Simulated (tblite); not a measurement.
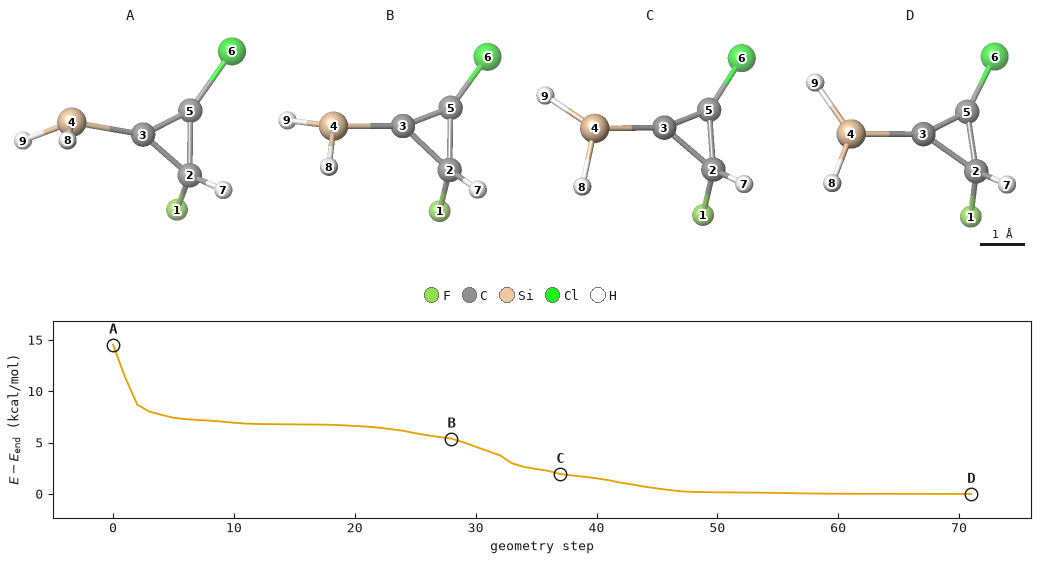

Frames of a relaxation of C3H3ClFSi (multiplicity 2), marked on the history of the run. The picture is a ball-and-stick view, seen at a tilt.

These are results of GFN2-xTB geometry optimisation, gas phase in tblite, not measurements. 

### What happens along the run?

After 71 geometry steps the energy has fallen by 14.5 kcal/mol. H9 moves most after the best rigid fit: 1.51 Å. Largest moves by element: H 1.51 Å, Cl 0.64 Å, F 0.50 Å, Si 0.29 Å, C 0.24 Å. Near-neighbour distances that change, for instance: C5–Cl6 1.756 → 1.677 Å, C3–Si4 1.840 → 1.797 Å, C2–C5 1.498 → 1.459 Å, C2–H7 1.116 → 1.085 Å. Bond angles that change, for instance: C5–C2–H7 111.2° → 125.3°, F1–C2–H7 119.1° → 107.8°, C3–Si4–H9 112.9° → 120.1°. From step 0 to 28: H8 moves most (0.64 Å), energy −9.16 kcal/mol. From step 28 to 37: H8 moves most (0.73 Å), energy −3.45 kcal/mol. From step 37 to 71: H9 moves most (0.36 Å), energy −1.94 kcal/mol.
